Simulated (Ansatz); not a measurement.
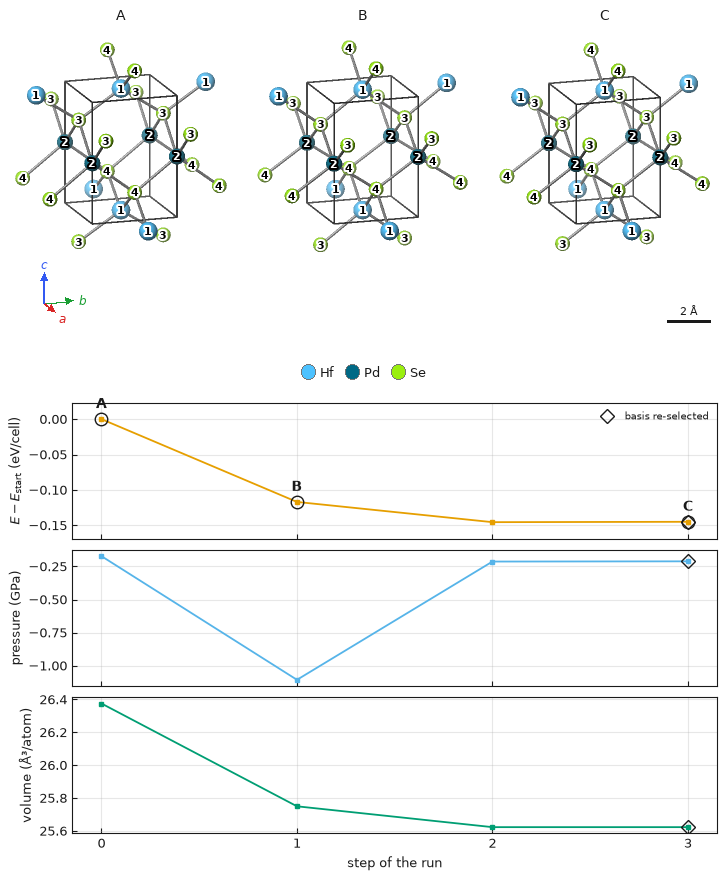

Frames of a relaxation of crystalline HfPdSe2 (a generated structure, set up in P-4m2) (coarse preliminary run), marked on the history of the run. A ball-and-stick model of the cell of the calculation, seen slightly off an axis.

All numbers below come from DFT PBE, scalar-relativistic, plane waves, PAW in Ansatz.

The input:
```yaml
crystal:
  lattice:
    - [4.21269864, 0.0, 0.0]
    - [0.0, 4.21269864, 0.0]
    - [0.0, 0.0, 5.94478713]
  atoms:
    - { symbol: Hf, position: [0.5, 0.5, 0.0] }
    - { symbol: Pd, position: [0.0, 0.0, 0.5] }
    - { symbol: Se, position: [0.5, 0.0, 0.768475] }
    - { symbol: Se, position: [0.0, 0.5, 0.231525] }
basis:
  ecutwfc: 420
kpoints:
  mp_grid: { grid: [4, 4, 4] }
hamiltonian:
  xc: pbe
scf:
  occupations: { method: gaussian, width: 0.1 }
  lower_state_search: "off"
output:
  forces: true
  stress: true
  eigenvalues: true
relax:
  adjacent_minimum: "off"
  f_tol: 0.04
  max_steps: 70
  cell: { stress_tol: 0.4 }
```

Run as
```bash
ansatz run input.yaml --threads 1 --pin off --max-ram 2560MiB --backend cpu --events-out ev --progress --plain --runs-dir out
```

Describe the path.

Answer. After 2 accepted moves (3 points after the start) the energy has fallen by 0.145 eV per cell of the calculation. Largest force component: 1.1 eV/Å at the start, 0.0099 eV/Å at the end. The pressure goes from −0.17 to −0.21 GPa. The SCF was repeated once at an unchanged geometry on a basis and grid sized afresh for the cell, which shifted the energy by 0.5 meV per cell of the calculation at most. The largest moves relative to the cell, 0.12 Å, are those of Se3 and Se4. Se4 goes along +c. Pd and Hf stay in place. The volume changes by −2.9 %, with a = b 4.213 → 4.187 Å (−0.6 %), c 5.945 → 5.846 Å (−1.7 %). Near-neighbour distances that change, for instance: Pd2–Se3 2.643 → 2.546 Å, Hf1–Se3 2.516 → 2.561 Å. Among the angles between lasting bonds that change: Pd2–Se4–Pd2 105.7° → 110.6°, Se3–Pd2–Se3 105.7° → 110.6°, Se3–Hf1–Se3 113.7° → 109.7°. The space group stays P-4m2 (No. 115). Cost: 41 s on 1 thread of Intel(R) Xeon(R) Processor @ 2.70GHz, on a shared host, peak memory 0.43 GiB. From step 0 to 1: Se atoms move most (0.17 Å), volume −2.4 %, energy −0.117 eV per cell of the calculation. From step 1 to 3: Se atoms move most (0.05 Å), volume −0.5 %, energy −28.0 meV per cell of the calculation.

```
step  E − E(0), meV/atom  largest force component, eV/Å  pressure, GPa  volume, Å³/atom                      note
   0                0.00                         1.0999          -0.17           26.375                          
   1              -29.23                         0.5309          -1.11           25.750                          
   2              -36.37                         0.0097          -0.21           25.623                          
   3              -36.24                         0.0099          -0.21           25.623  same geometry, new basis
```
